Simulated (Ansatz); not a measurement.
**Converging the plane-wave cutoff: LaTl₃ (P4mm, 4 atoms in the cell)**

```xyz
4
Lattice="4.8376 0.0000 0.0000 0.0000 4.8376 0.0000 0.0000 0.0000 4.8376" Properties=species:S:1:pos:R:3 pbc="T T T"
La     0.0000     0.0000     0.0500
Tl     0.0000     2.4188     2.4188
Tl     2.4188     0.0000     2.4188
Tl     2.4188     2.4188     0.0000
```

Method of the run: PBEsol, default PAW files made with PBE (plane waves; Ansatz, a first-principles code).

Base settings: basis.ecutwfc = 420 eV; kpoints.mp_grid.grid = 5 5 5; hamiltonian.xc = pbesol; hamiltonian.pseudopotentials = {kind: paw} (the program's default PAW files); scf.occupations.method = fermi_dirac; scf.occupations.width = 0.1 eV.

The second cell is the first with its lattice scaled by 0.98.

The mesh stays at the base's, so the ladder's end is converged at best in this setting alone.

The first pressure column holds Ansatz's estimate of the finite-basis (Pulay) stress, which hides part of the cutoff error; the other is without it.

Only quantities that move along the ladder and can be compared are tabulated.

The count of work is k-points × plane waves × bands × iterations; it is no time. 

The starting cell comes from a database of computed structures (which also holds hypothetical and non-ambient phases and stackings), without a prior relaxation at this level. Its lattice was rescaled by up to half a per cent. One atom was moved a little off its site on purpose.

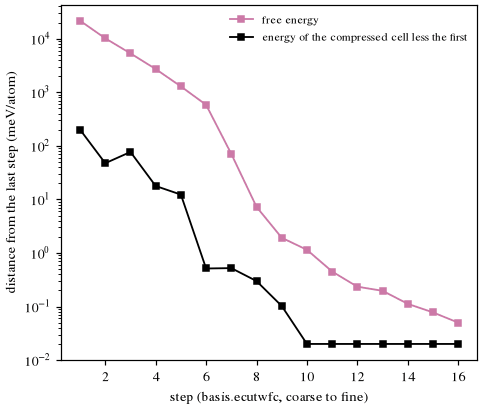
Distance from the last step along the ladder; very small values are drawn at a floor.

| basis.ecutwfc | free energy less the last step's (meV/atom) | energy of the compressed cell less the first (meV/atom) | pressure (GPa) | pressure without the Pulay estimate (GPa) | largest difference of a force vector from the last step's (eV/Å) | count of work / last |
|---|---|---|---|---|---|---|
| 145 eV | 21648.71 | 204.36 | -2.34 | -346.19 | 0.178 | 0.074 |
| 170 eV | 10157.90 | -43.41 | 2.63 | -202.06 | 0.108 | 0.094 |
| 190 eV | 5316.34 | 80.72 | 0.94 | -126.43 | 0.026 | 0.11 |
| 210 eV | 2712.52 | -13.87 | -2.14 | -77.06 | 0.077 | 0.11 |
| 230 eV | 1284.48 | -8.37 | -1.41 | -43.92 | 0.038 | 0.13 |
| 250 eV | 582.22 | 4.42 | -1.39 | -24.17 | 0.006 | 0.14 |
| 295 eV | 70.54 | 4.43 | -1.12 | -5.31 | 0.003 | 0.16 |
| 335 eV | 7.25 | 4.21 | -1.19 | -1.69 | 0.000 | 0.19 |
| 380 eV | 1.92 | 4.01 | -1.21 | -1.24 | 0.000 | 0.23 |
| 420 eV | 1.14 | 3.93 | -1.22 | -1.25 | 0.000 | 0.27 |
| 460 eV | 0.45 | 3.92 | -1.22 | -1.24 | 0.000 | 0.30 |
| 505 eV | 0.23 | 3.92 | -1.22 | -1.22 | 0.000 | 0.36 |
| 565 eV | 0.20 | 3.92 | -1.22 | -1.22 | 0.000 | 0.41 |
| 630 eV | 0.11 | 3.91 | -1.22 | -1.22 | 0.000 | 0.49 |
| 735 eV | 0.08 | 3.91 | -1.22 | -1.22 | 0.000 | 0.62 |
| 840 eV | 0.04 | 3.91 | -1.22 | -1.22 | 0.000 | 0.75 |
| 1010 eV | 0.00 | 3.91 | -1.22 | -1.22 | 0.000 | 1.0 |

Coarsest basis.ecutwfc that holds the forces within 0.005 eV/Å of the last step, with all finer ones: 295 eV, at 0.16 of the last step's count of work; the step before is off by 0.006 eV/Å.

Coarsest basis.ecutwfc that holds the free energy within 5 meV/atom of the last step, with all finer ones: 380 eV, at 0.23 of the last step's count of work; the step before is off by 7.3 meV/atom.

Coarsest basis.ecutwfc that holds the pressure within 0.5 GPa of the last step, with all finer ones: 230 eV, at 0.13 of the last step's count of work; the step before is off by 0.92 GPa.

The energy difference between the two cells stays within 1 meV/atom of the last step's from 250 eV on, the total only from 460 eV on: much of the error is common to both cells and cancels.

At the lowest cutoff the pressure without the Pulay estimate lies 345 GPa under the last step's, the usual sign of Pulay stress in an incomplete plane-wave basis.

Keys are those of Ansatz 0.2.
